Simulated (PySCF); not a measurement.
C$_{3}$H$_{2}$FOP, SMILES `Fc1cocp1`.

PySCF calculation, def2-SVP basis, gas phase; geometry: GFN2-xTB. No frequency check shows the geometry to be a minimum. GFN2-xTB bond lengths at metals and heavier atoms can be off by up to 0.1 Å and shapes distorted, which carries into these values.

Input

```python
import numpy as np
from pyscf import gto, scf, mcscf

mol = gto.M(atom='''
F     -2.14799     0.03315     0.00000
C     -0.81144     0.11257     0.00000
C     -0.14207     1.29610     0.00000
O      1.18180     1.15954     0.00000
C      1.54348    -0.12675     0.00000
P      0.28454    -1.28403     0.00000
H     -0.53546     2.29581     0.00000
H      2.60512    -0.30152     0.00000
''', basis='def2-svp', charge=0, spin=0, verbose=4)
# stretch the bond between atoms 1 and 2, from long to short, fragments rigid
a, b, move = 0, 1, [1, 2, 3, 4, 5, 6, 7]
xyz = mol.atom_coords(unit='Angstrom')
u = xyz[b] - xyz[a]
r0 = np.linalg.norm(u)
rows, last, dm_u = [], None, None
for r in [3.72, 2.93, 2.39, 2.06, 1.8, 1.6, 1.46, 1.33, 1.22]:
    new = xyz.copy()
    new[move] += u / r0 * (r - r0)
    m = mol.set_geom_(new, unit='Angstrom', inplace=False)
    rhf = scf.RHF(m).density_fit(auxbasis='def2-universal-jkfit').run()
    uhf = scf.UHF(m).density_fit(auxbasis='def2-universal-jkfit').newton()
    if dm_u is None:
        c = rhf.mo_coeff
        h = m.nelectron // 2 - 1
        ca, cb = c.copy(), c.copy()
        ca[:, h], cb[:, h] = (c[:, h] + c[:, h + 1]) / 2**.5, (c[:, h] - c[:, h + 1]) / 2**.5
        dm_u = np.array([x[:, :h + 1] @ x[:, :h + 1].T for x in (ca, cb)])
    uhf.kernel(dm0=dm_u)
    for _ in range(3):
        c, _, stable, _ = uhf.stability(return_status=True)
        if stable:
            break
        uhf.kernel(c, uhf.mo_occ)
    dm_u = uhf.make_rdm1()
    mc = mcscf.CASSCF(rhf, 2, 2)
    mc.natorb = True
    mc.fix_spin_(ss=0)
    guess = mcscf.addons.make_natural_orbitals(uhf)[1] if last is None else mcscf.project_init_guess(mc, last.mo_coeff, last.mol)
    mc.kernel(guess)
    last = mc
    act = slice(mc.ncore, mc.ncore + mc.ncas)
    print('r %.3f  RHF %.6f  UHF %.6f  <S^2> %.3f  CASSCF %.6f  occupations' % (r, rhf.e_tot, uhf.e_tot, uhf.spin_square()[0], mc.e_tot), mc.mo_occ[act].round(4))
    rows.append((new, rhf.e_tot, uhf.e_tot, uhf.spin_square()[0], mc.e_tot, mc.mo_occ[act], mc.mo_coeff[:, act], dm_u[0] - dm_u[1], rhf.converged and uhf.converged and mc.converged))
    np.savez('result.npz', **{k: [row[i] for row in rows] for i, k in enumerate('xyz rhf uhf s2 cas occ c spin ok'.split())})
```

Run with:

```sh
OMP_NUM_THREADS=1 python input.py
```

The run took 8.5 min on 1 thread of Arm Neoverse V1 (shared host), peak memory 0.27 GiB.

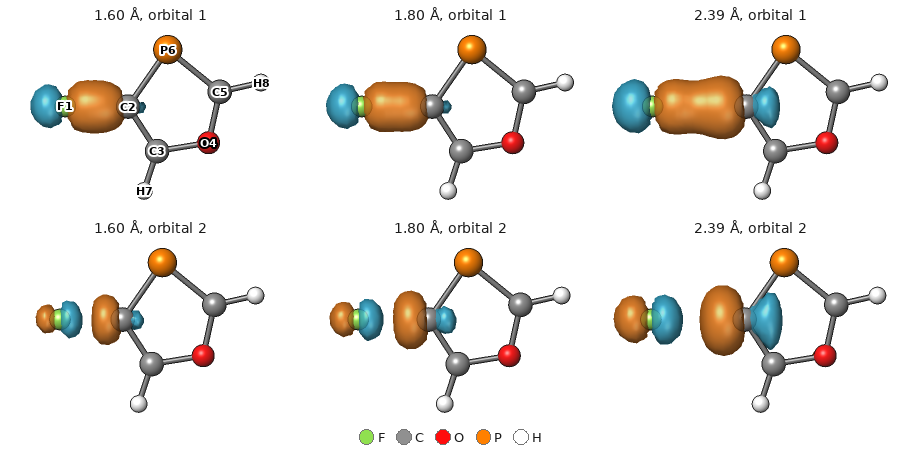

Rigid stretch of the F1–C2 bond. The two CASSCF(2,2) natural orbitals nearest half filling (orbital 1 the more occupied).

How do the occupations change along the stretch?

1.60 Å: 1.95 and 0.05; 1.80 Å: 1.89 and 0.11; 2.39 Å: 1.56 and 0.44. At the longest distance computed (3.72 Å) they are 1.06 and 0.94, and the effective number of unpaired electrons is 2.0.

UHF's ⟨S²⟩ passes 1 along the scan (up to 1.48), so it also polarises electrons outside the stretched bond; its energy lowering isn't due to that bond alone.

UHF already breaks spin symmetry near equilibrium here (⟨S²⟩ = 0.29 at 1.33 Å), for reasons apart from this bond.

How much energy does the stretch cost?

By CASSCF, 4.3 eV from the lowest point of the scan (1.33 Å) to 3.72 Å; RHF gives 9.5 eV from its own lowest point. The fragments aren't relaxed and dynamic correlation is missing, so this isn't a bond dissociation energy.
